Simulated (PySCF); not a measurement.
**Frequency calculation, with input and output: RuO2OH**

System: RuO2OH, multiplicity 2.
Method: UKS-based PBE0, Ru def2-TZVP with ECP28, O def2-TZVP, H def2-TZVP; non-relativistic Hamiltonian with a scalar-relativistic core potential; density fitting (PySCF 2.14.0).

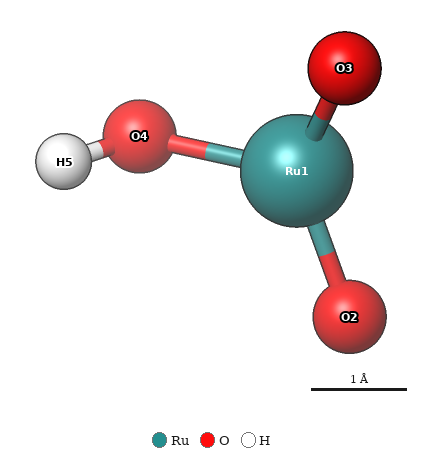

**Figure 1.** The input geometry (ball-and-stick view, seen at a tilt; atoms are numbered from 1 in the order of the input). Sticks mark near contacts. Bond lengths as drawn: H–O 0.96 Å and O–Ru 1.65 to 1.85 Å.

**Input file**
```python
from pyscf import gto, scf, dft
mol = gto.M(atom='''
Ru     0.039019     0.046962    -0.053619
O      1.639487    -0.219227     0.263258
O     -0.767747     1.488554     0.007276
O     -1.034987    -1.456339     0.016980
H     -1.351816    -1.775387     0.867888''',
    basis={'Ru': 'def2-TZVP', 'O': 'def2-TZVP', 'H': 'def2-TZVP'},
    ecp={'Ru': 'def2-TZVP'},
    charge=0, spin=1)
mf = dft.UKS(mol, xc='PBE0')
mf.grids.atom_grid = (75, 302)
aux = {'Ru': 'def2-universal-JKFIT', 'O': 'def2-universal-JKFIT', 'H': 'def2-universal-JKFIT'}
mf = mf.density_fit(auxbasis=aux)
mf.conv_tol = 1e-09
mf.diis_space = 10
mf.max_cycle = 60
mf.verbose = 4
mf.kernel()
```

The script is an equivalent of the set-up of the self-consistent field. The run itself was carried out by a driver, which started from the orbitals of the step before it where there was one and computed the further properties.

Run as:
```bash
OMP_NUM_THREADS=4 python axn.py task.json out
```

**Output**
```
init E= -320.999678982986
  alpha nocc = 21  HOMO = -0.302883666145367  LUMO = -0.136579358647118
  beta  nocc = 20  HOMO = -0.297094855513471  LUMO = -0.160516021152709
  HOMO = -0.297094855513  LUMO = -0.160516021153  gap/eV = 3.71650
cycle= 1 E= -320.999678982985  delta_E= 1.71e-12  |g|= 5.37e-06  |ddm|= 5.46e-06
  alpha nocc = 21  HOMO = -0.30288260446272  LUMO = -0.136578443648226
  beta  nocc = 20  HOMO = -0.297093347828636  LUMO = -0.160514539864899
  HOMO = -0.297093347829  LUMO = -0.160514539865  gap/eV = 3.71650
Extra cycle  E= -320.999678982869  delta_E= 1.15e-10  |g|= 1.95e-05  |ddm|= 1.12e-05
converged SCF energy = -320.999678982869  <S^2> = 0.75647151  2S+1 = 2.0064611
```

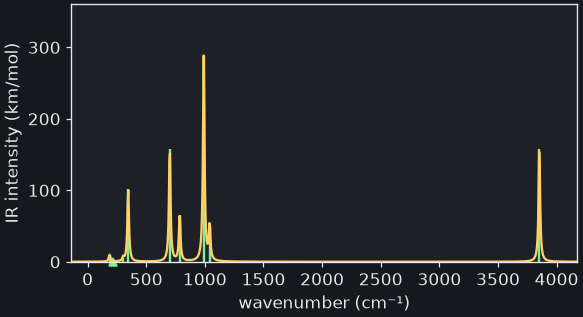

**Figure 2.** Harmonic infrared spectrum, unscaled: sticks (degenerate modes added up, dark ones marked on the axis) with a Lorentzian envelope of 16 cm⁻¹ full width, scaled to the tallest stick. 9 modes from 187 to 3853 cm⁻¹, none imaginary. The strongest line is at 990 cm⁻¹ (288 km/mol). All modes, in cm⁻¹ (km/mol): 187 (9.7), 213 (0.0), 304 (5.2), 346 (101), 700 (158), 785 (65), 990 (288), 1041 (50), 3853 (158).

**Summary**

| quantity | value |
| --- | --- |
| outcome | converged |
| total energy | −320.999679 hartree |
| ⟨S²⟩ | 0.756 |
| zero-point energy | 0.019180 hartree |
| dipole moment | 1.62 D |
| wavenumbers, lowest and highest | 187 and 3853 cm⁻¹ |
| hardware | 4 threads of Arm Neoverse V1, 24 GiB of memory available, shared host |
| wall time | 2.2 min (CPU time 7.2 min) |
| peak memory | 1.8 GiB |
